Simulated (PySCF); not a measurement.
Ge(OH)(NH2), SMILES [NH2][Ge][OH] (H₃GeNO) at its PBE0/def2-SVP optimised geometry (Å):

```
6

Ge    -0.5000    -1.2704     0.0000
O      1.2927    -1.2704     0.0000
H      1.7260    -0.4088    -0.0020
N     -0.7867     0.5353     0.0000
H     -0.0845     1.2704     0.0003
H     -1.7260     0.9201     0.0001
```

Calculation: PySCF with PBE0/def2-TZVP.

Map of the electron localisation function on the plane z = 1.0 Å:

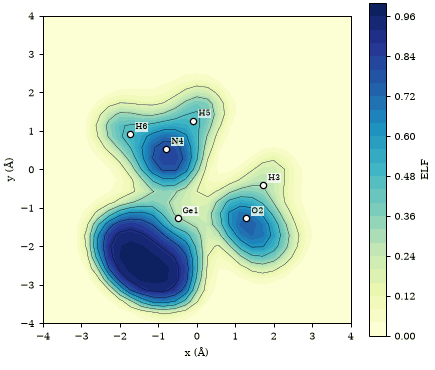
Figure: Electron localisation function on the plane z = 1.0 Å.
